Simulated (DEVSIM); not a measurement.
Structure: Ni/SiON/p-InP capacitor, at 300 K.

| layer (left to right) | material | thickness (nm) | Na (cm⁻³) |
|---|---|---|---|
| 1 | SiON | 21.0 | - |
| 2 | InP | 2600 | 5.7e16 |

Metal gate on the left, work function 5.1 eV. Fixed charge at the semiconductor interface 2.3e12 cm⁻² (in units of +e); no interface traps.

Constants are typed, rounded textbook-type inputs, not results; the design itself was drawn at random and stands for no fabricated device. Values at 300 K.

```
parameter      SiON     InP
-------------  ----  ------
gap (eV)          7   1.344
affinity (eV)   1.4    4.38
permittivity    5.5    12.5
Nc (cm⁻³)         -  5.7e17
Nv (cm⁻³)         -  1.1e19
```

Simulated with DEVSIM: 1D Poisson equation in equilibrium, Boltzmann statistics, complete ionisation; no quantum confinement or tunnelling. Metal contacts follow the ideal Schottky-Mott rule: no Fermi-level pinning, no interface dipoles.

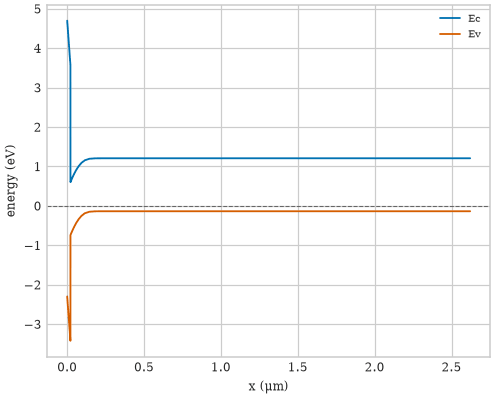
Band edges at -1.0 V on the gate

Energies count from the Fermi level of the right contact; mesh points crowd at the junctions.

```
x (μm)    Ec (eV)  Ev (eV)  n (cm⁻³)  p (cm⁻³)  field (V/cm)
--------  -------  -------  --------  --------  ------------
0.000       4.700   -2.300     < 1e2     < 1e2       -530000
0.001469    4.622   -2.378     < 1e2     < 1e2       -530000
0.004410    4.465   -2.535     < 1e2     < 1e2       -530000
0.01050     4.139   -2.861     < 1e2     < 1e2       -530000
0.01780     3.750   -3.250     < 1e2     < 1e2       -530000
0.02018     3.623   -3.377     < 1e2     < 1e2       -530000
0.02131     0.602   -0.742     4.4e7   3800000         98000
0.02434     0.631   -0.713     1.4e7     1.2e7         95000
0.03033     0.687   -0.657   1600000     1.0e8         90000
0.04350     0.799   -0.545     22000     7.7e9         80000
0.07502     1.009   -0.335     < 1e2    2.6e13         54000
0.1830      1.206   -0.138     < 1e2    5.4e16           840
0.4002      1.208   -0.136     < 1e2    5.7e16           ≈ 0
0.8774      1.208   -0.136     < 1e2    5.7e16           ≈ 0
1.961       1.208   -0.136     < 1e2    5.7e16           ≈ 0
2.339       1.208   -0.136     < 1e2    5.7e16           ≈ 0
2.497       1.208   -0.136     < 1e2    5.7e16           ≈ 0
2.568       1.208   -0.136     < 1e2    5.7e16           ≈ 0
2.604       1.208   -0.136     < 1e2    5.7e16           ≈ 0
2.614       1.208   -0.136     < 1e2    5.7e16           ≈ 0
2.619       1.208   -0.136     < 1e2    5.7e16           ≈ 0
2.621       1.208   -0.136     < 1e2    5.7e16           ≈ 0
```
